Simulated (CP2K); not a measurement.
# BGePNH7 (SMILES B[P](N)[GeH3]): a first try and a second

Aim: a single-point energy of BGePNH7 at PM6.

The calculation is run with CP2K 2026.2.

2 further runs of the same task are left out: 2 set aside as unsound or not needed.

### 1 The molecule

BGePNH7: 11 atoms, total charge 0, spin state singlet. SMILES: `B[P](N)[GeH3]`. Geometry: a rough force-field guess. This is one conformer, not always the lowest.

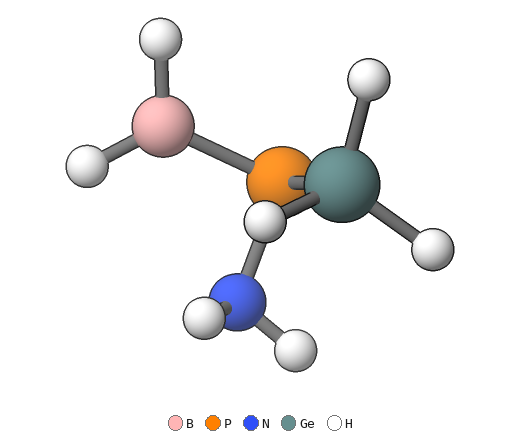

Viewed from a chosen angle; boron pink, phosphorus orange, nitrogen blue, germanium teal, hydrogen white.

### 2 Try one

Input file molecule.xyz:

```xyz
11

B     -0.965000     1.500900     0.119900
P     -1.166600    -0.380500     0.234200
N     -0.221200    -0.522800     1.730400
Ge     0.654300    -0.769700    -1.199500
H     -1.328500     2.087700    -0.905900
H     -0.631500     2.194700     1.028100
H      0.759200    -0.046600     1.614200
H      0.050100    -1.523600     1.872300
H      0.143700    -0.437800    -2.603700
H      0.991400    -2.270900    -1.075900
H      1.779500     0.111800    -0.793600
```

Input file job.inp:

```
&global
 project_name job
 run_type ENERGY
 print_level MEDIUM
&end global
&force_eval
 method Quickstep
 &dft
  charge 0
  multiplicity 1
  &qs
   method DFT
   eps_default 1.0E-10
   &se
    &coulomb
     cutoff [angstrom] 50
     rc_range [angstrom] 0
    &end coulomb
    &exchange
     cutoff [angstrom] 50
     rc_range [angstrom] 0
    &end exchange
   &end se
  &end qs
  &poisson
   periodic NONE
   poisson_solver ANALYTIC
  &end poisson
  &scf
   scf_guess ATOMIC
   eps_scf 1.0E-06
   max_scf 40
   &ot ON
    minimizer CG
    preconditioner FULL_SINGLE_INVERSE
   &end ot
   &outer_scf
    eps_scf 1.0E-06
    max_scf 8
   &end outer_scf
  &end scf
  &print
   &moments
    periodic F
    reference COM
    max_moment 1
   &end moments
   &mo_cubes
    nlumo 1
    nhomo -1
    write_cube F
   &end mo_cubes
   &hirshfeld OFF
   &end hirshfeld
  &end print
 &end dft
 &subsys
  &cell
   abc [angstrom] 15.1 16.5 16.5
   periodic NONE
  &end cell
  &topology
   coord_file_name molecule.xyz
   coord_file_format XYZ
   &center_coordinates
   &end center_coordinates
  &end topology
 &end subsys
&end force_eval
```

Launch:

```sh
$ OMP_NUM_THREADS=1 cp2k.psmp -i job.inp > job.out 2>&1
```

Output:

```text
*******************************************************************************
 *   ___                                                                       *
 *  /   \                                                                      *
 * [ABORT]                                                                     *
 *  \___/                    invalid value for enumeration:DFT                 *
 *    |                                                                        *
 *  O/|                                                                        *
 * /| |                                                                        *
 * / \                                     input/input_enumeration_types.F:215 *
 *******************************************************************************

 ===== Routine Calling Stack =====

            6 val_create_parsing
            5 section_vals_parse
            4 section_vals_parse
            3 section_vals_parse
            2 section_vals_parse
            1 read_input
```

Wall time 0.99 s (1 thread of AMD EPYC 7R43 (Zen 3), shared host); peak memory 0.16 GiB.

### 3 Diagnosis

The input was rejected.

The log says `\___/                    invalid value for enumeration:DFT`. What is wrong: the keyword for the method is given a word that it doesn't take.

### 4 Second attempt

molecule.xyz is that of step 2.

Input file qs.inp:

```
&global
   project qs
   run_type ENERGY
   print_level MEDIUM
&end global
&force_eval
   method Quickstep
   &dft
      &qs
         method PM6
         eps_default 1.0E-10
         &se
            &coulomb
               cutoff [angstrom] 50
               rc_range [angstrom] 0
            &end coulomb
            &exchange
               cutoff [angstrom] 50
               rc_range [angstrom] 0
            &end exchange
         &end se
      &end qs
      &poisson
         periodic NONE
         poisson_solver ANALYTIC
      &end poisson
      &scf
         scf_guess ATOMIC
         eps_scf 1.0E-06
         max_scf 40
         &ot
            minimizer CG
            preconditioner FULL_SINGLE_INVERSE
            linesearch ADAPT
         &end ot
         &outer_scf
            eps_scf 1.0E-06
            max_scf 8
         &end outer_scf
      &end scf
      &print
         &moments
            periodic F
            reference COM
            max_moment 1
         &end moments
         &mo_cubes
            nlumo 1
            nhomo -1
            write_cube F
         &end mo_cubes
         &hirshfeld OFF
         &end hirshfeld
      &end print
   &end dft
   &subsys
      &cell
         abc 15.1 16.5 16.5
         periodic NONE
      &end cell
      &topology
         coord_file_name molecule.xyz
         coord_file_format XYZ
         &center_coordinates
         &end center_coordinates
      &end topology
   &end subsys
&end force_eval
```

Launch:

```sh
$ OMP_NUM_THREADS=1 cp2k.psmp -i qs.inp -o qs.out
```

Output:

```text
CP2K| version string:                                       CP2K version 2026.2
[...]
 GLOBAL| Method name                                                        CP2K
[...]
 GLOBAL| Run type                                                         ENERGY
[...]
                             - Atoms:                                         11
[...]
                             - Spherical basis functions:                     28
[...]
 Number of electrons:                                                         24
[...]
     1 OT CG       0.16E+00    0.0     0.22519581       -15.5924240980 -1.56E+01
[...]
    10 OT CG       0.51E+00    0.0     0.00000079       -20.3192100412 -1.59E-10
  *** SCF run converged in    10 steps ***
  Core-core repulsion energy [eV]:                           1283.69299983388396
  Core Hamiltonian energy [eV]:                              -858.06016120173899
  Two-electron integral energy [eV]:                        -1957.09332545109805
  Electronic energy [eV]:                                   -1836.60682392728836
  Total energy [eV]:                                         -552.91382409340417
  Atomic reference energy [eV]:                               553.31562515003964
  Heat of formation [kcal/mol]:                                 9.26575321957344
[...]
 SE_DIPOLE| Moment [Debye]         -2.35501920       0.55594638       1.44894079
 SE_DIPOLE| Derivative [a.u.]       0.00000000       0.00000000       0.00000000
 *** WARNING in qs_scf_post_se.F:140 :: Printing of MO cube files not ***
 *** implemented for Semi-Empirical method.                           ***
 ENERGY| Total FORCE_EVAL ( QS ) energy [hartree]            -20.319210041211683
[...]
```

It took 2 s on 1 thread of AMD EPYC 7R43 (Zen 3), shared host; peak memory 0.18 GiB.

### 5 What came out

At PM6:

| quantity | value |
| --- | --- |
| total energy | -20.31921 Eh |
| dipole moment | 2.82 D |
| heat of formation | 9.3 kcal/mol |
